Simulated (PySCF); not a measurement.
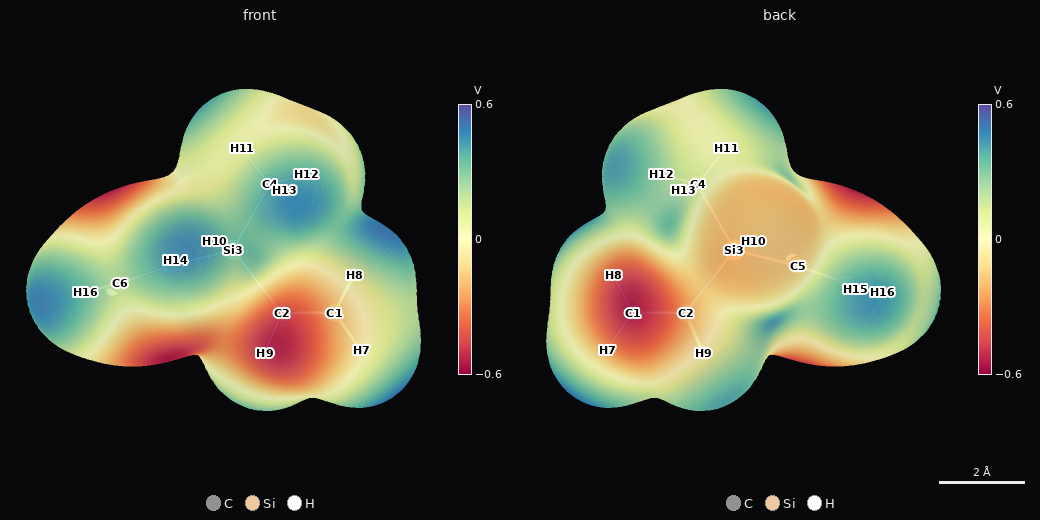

Figure. C$_{5}$H$_{10}$Si (SMILES C=C[SiH](C)C=C). The molecular electrostatic potential painted on the density surface at 0.001 e/bohr³, seen from the front and from behind; the colour scale runs from red (negative) to blue (positive).

Geometry: GFN2-xTB.

All numbers below come from PySCF, CAM-B3LYP/def2-SVPD, SCF density, gas phase.

The calculation's input:

```
{"job": {"kind": "uv", "xc": "CAM-B3LYP", "basis": "def2-SVPD", "nstates": 8, "ntriplets": 3}, "charge": 0, "multiplicity": 1}
C      2.584946     0.188517    -0.068961
C      1.521456    -0.486236    -0.476456
Si    -0.254158     0.163084    -0.499794
C     -0.329764     1.946389     0.154749
C     -1.302829    -0.944197     0.617170
C     -2.087094    -1.921594     0.192186
H      3.580011    -0.231928    -0.072768
H      2.509992     1.202177     0.290445
H      1.666317    -1.502795    -0.824562
H     -0.760274     0.102837    -1.882858
H     -1.349372     2.320204     0.164032
H      0.259552     2.615891    -0.464171
H      0.053167     2.012384     1.169143
H     -1.244352    -0.767957     1.685962
H     -2.188460    -2.147731    -0.857056
H     -2.666735    -2.540102     0.861529
```

Command:

```sh
OMP_NUM_THREADS=1 python probes_run.py task.json out
```

Question: Which sites attract a positive test charge, and which a negative one?

Answer: A positive charge is drawn to the negative regions and a negative charge to the positive ones. The most negative region (about −0.6 V) lies over the π face of C1, C2, C5 and C6, the most positive (about +0.5 V) over the H atoms.

Question: What dipole moment does the calculation give?

Answer: Its dipole moment is 0.40 D.
